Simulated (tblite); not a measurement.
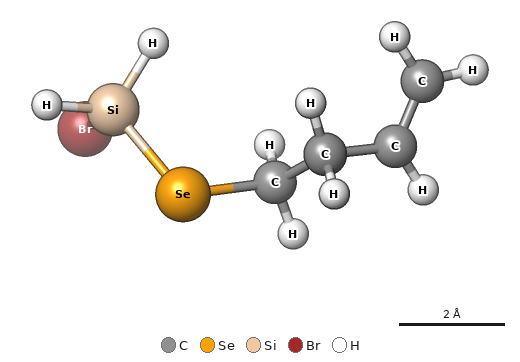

C$_{4}$H$_{9}$BrSeSi, before the relaxation. Style: ball-and-stick. Shown face on.

All numbers below come from tblite 0.8.0, GFN2-xTB geometry optimisation, gas phase.

```xyz
16

C    -2.3122    0.2755    1.6717
C    -2.0718   -0.4626    0.5735
C    -1.1496    0.1233   -0.4415
C     0.0272   -0.7805   -0.5937
Se    1.2620   -0.0856   -1.9023
Si    3.0774    0.6743   -0.7852
Br    4.3534   -0.9984    0.0314
H    -1.8734    1.2695    1.7912
H    -2.9638   -0.0731    2.4737
H    -2.5094   -1.4533    0.4695
H    -1.7629    0.1511   -1.3980
H    -0.8944    1.1280   -0.1042
H     0.5827   -0.8663    0.3773
H    -0.2815   -1.8193   -0.8944
H     2.5739    1.4478    0.3729
H     3.9347    1.4785   -1.6532
```

Question: Where does the relaxation end?

Answer: After 165 geometry steps the energy has fallen by 9.21 kcal/mol. The largest move after the best rigid fit is that of Br7, 2.53 Å. Largest moves by element: Br 2.53 Å, H 1.55 Å, Se 0.57 Å, C 0.55 Å, Si 0.45 Å. Near-neighbour distances that change, for instance: C4–Se5 1.929 → 1.980 Å, C3–H11 1.137 → 1.093 Å, Si6–Br7 2.257 → 2.223 Å, C3–C4 1.492 → 1.522 Å. Among the angles between lasting bonds that change: C4–Se5–Si6 107.4° → 100.1°, C3–C2–H10 122.8° → 115.5°, C1–C2–C3 116.8° → 123.6°. Groups turn about C4–Se5 by about 45°, Se5–Si6 by about 40°. Cost: 2.5 s on 1 thread of Arm Neoverse N1, on a shared host.

Final geometry:

```xyz
16

C    -1.8798   -0.0112    1.8586
C    -1.9356   -0.2429    0.5610
C    -0.8721    0.1846   -0.4036
C    -0.0190   -1.0239   -0.7638
Se    1.3994   -0.6130   -2.0836
Si    2.6657    0.8279   -0.8713
Br    2.5993    0.3262    1.2929
H    -1.0581    0.5260    2.3034
H    -2.6501   -0.3494    2.5299
H    -2.7590   -0.7971    0.1303
H    -1.3253    0.5959   -1.3097
H    -0.2512    0.9565    0.0586
H     0.4675   -1.4398    0.1214
H    -0.6176   -1.8031   -1.2382
H     2.1775    2.2000   -0.9226
H     4.0507    0.6723   -1.2746
```

The end point in the same view:

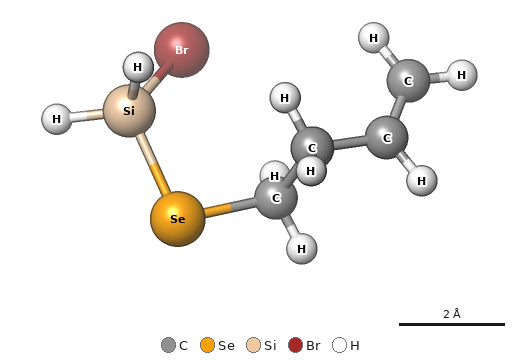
